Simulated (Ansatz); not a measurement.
A periodic structure is given below.

```
Pb
1.0
     4.99427    0.00000    0.00000
     0.00000    4.99427    0.00000
     0.00000    0.00000    4.99427
Pb
4
Direct
  0.00000 0.00000 0.00000
  0.00000 0.50000 0.50000
  0.50000 0.00000 0.50000
  0.50000 0.50000 0.00000
```

### Characterise the structure given above.

The element is lead. It takes space group Fm-3m (No. 225) on a face-centred cubic lattice. Structure type: face-centred cubic (Cu type). The cell holds four atoms.

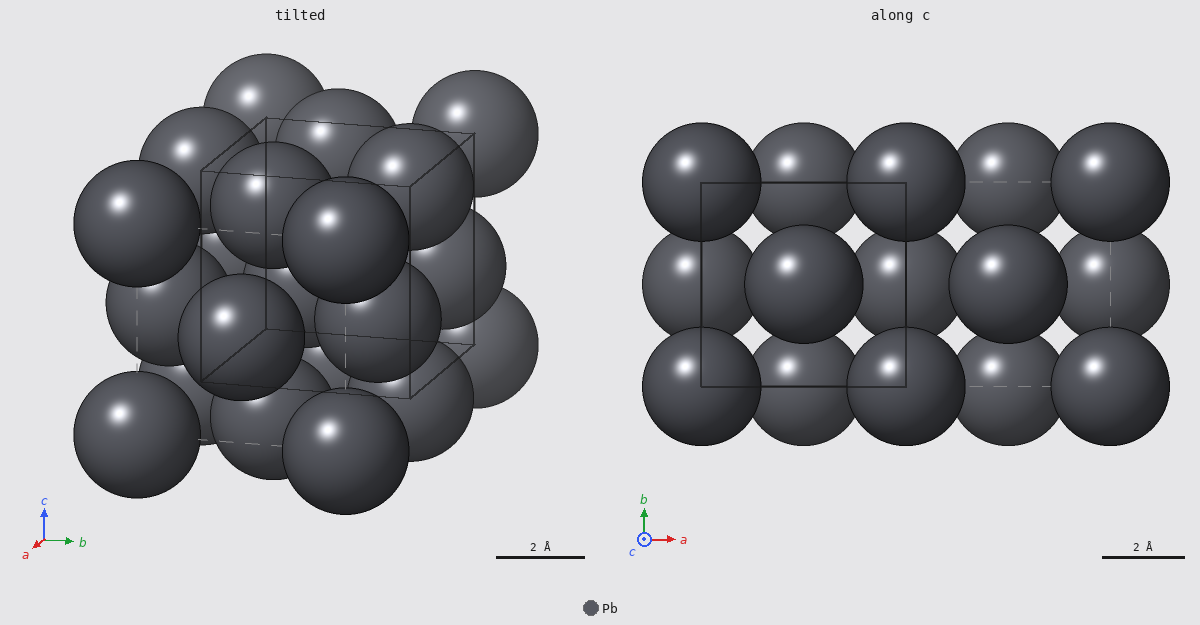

Crystal structure, space-filling style, seen slightly off an axis and along the c axis. The picture spans 2×1×1 cells, one conventional unit cell being drawn with solid lines.

The cell started as the standard structure of this element. Earlier steps of the study may have refined or changed the cell and positions. It was run through Ansatz as a DFT input.
